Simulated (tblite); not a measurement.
## Run report: C4H9GeNO3, frequency calculation

System: C4H9GeNO3.
Method: GFN2-xTB harmonic vibrations, gas phase (tblite 0.8.0).

It belongs to a series of runs on one base structure; here: H on Ge replaced by NHCOCH3.

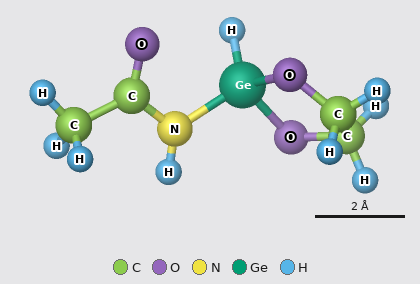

Fig. 1: The input geometry (ball-and-stick view, seen at a tilt). Sticks mark near contacts.

Input:
```
{"job": {"kind": "ir", "xc": "GFN2-xTB", "basis": "xTB"}, "charge": 0, "multiplicity": 1}
C      3.482007    -0.258258     0.068469
C      2.139409     0.409452     0.187466
O      1.949308     1.602094     0.035604
N      1.074853    -0.367534     0.477319
Ge    -0.485610     0.629295     0.598804
O     -1.301561     1.011262    -0.926578
C     -2.393932     0.141885    -1.154947
C     -2.836504    -0.479820     0.183589
O     -1.711958    -0.599392     1.023216
H      4.247610     0.493952    -0.096507
H      3.471260    -0.949471    -0.771758
H      3.705850    -0.815830     0.975140
H      1.173471    -1.362497     0.611679
H     -0.385794     1.787834     1.536612
H     -3.203280     0.723981    -1.601121
H     -2.089245    -0.645531    -1.851641
H     -3.585675     0.160345     0.660438
H     -3.258969    -1.475452     0.032561
```

The first line tells a small driver script what to run in tblite; the rest is the geometry in Å.

Run on 1 CPU thread, shared host.

Launch command:
```bash
OMP_NUM_THREADS=1 python <driver script> task.json out
```

The program's output:
```
mode    cm-1     km/mol
  1      38.9      6.32
  2      58.5      4.70
  3      67.1      2.48
  4      90.5      2.23
  5     129.7     12.95
  6     152.0      9.95
  7     171.1      1.77
  8     222.2     32.41
  9     308.7     30.90
 10     375.2     70.81
 11     462.8     46.84
 12     484.1    166.43
 13     501.3      3.89
 14     538.4      0.10
 15     576.8     43.38
 16     579.6     19.65
 17     637.5    141.92
 18     650.5     90.69
 19     701.1     18.25
 20     886.4     16.16
 21     929.9     49.58
 22     953.4     13.22
 23     986.6      2.19
 24    1006.4     27.07
 25    1041.2     22.04
 26    1061.6    140.45
 27    1113.5     50.75
 28    1125.7     18.83
 29    1192.5      1.06
 30    1200.7      5.82
 31    1297.1      3.43
 32    1316.4      5.44
 33    1357.2    290.76
 34    1373.7    252.54
 35    1448.9     12.66
 36    1459.2     11.24
 37    1473.7      0.46
 38    1485.6      0.87
 39    1694.2    378.07
 40    1985.9    195.89
 41    2911.0      9.30
 42    2923.4     89.73
 43    2958.2     31.03
 44    2961.1     62.89
 45    3027.6      7.84
 46    3031.9      7.49
 47    3066.7      5.21
 48    3429.3      7.32
```

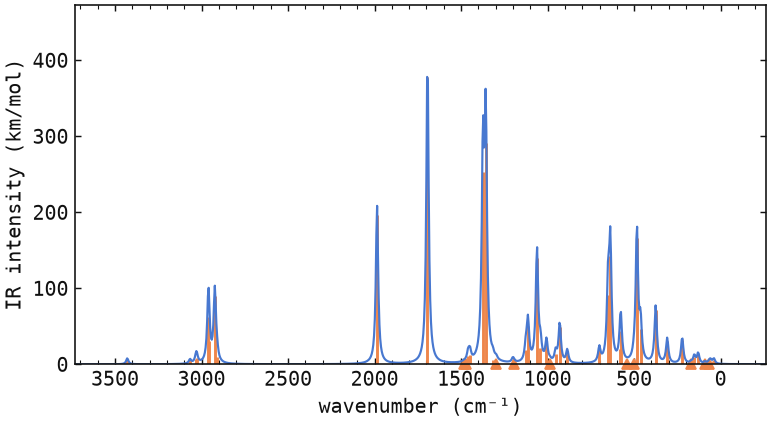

Fig. 2: Harmonic infrared spectrum, unscaled: sticks (degenerate modes added up, dark ones marked on the axis) with a Lorentzian envelope of 16 cm⁻¹ full width, scaled to the tallest stick. 48 modes from 39 to 3429 cm⁻¹, none imaginary. The strongest line is at 1694 cm⁻¹ (378 km/mol).

Results in brief:

| quantity | value |
| --- | --- |
| outcome | converged |
| total energy | −823.4436 eV |
| zero-point energy | 82.1220 kcal/mol |
| wall time | 2.1 s |
| peak memory | 0.18 GiB |
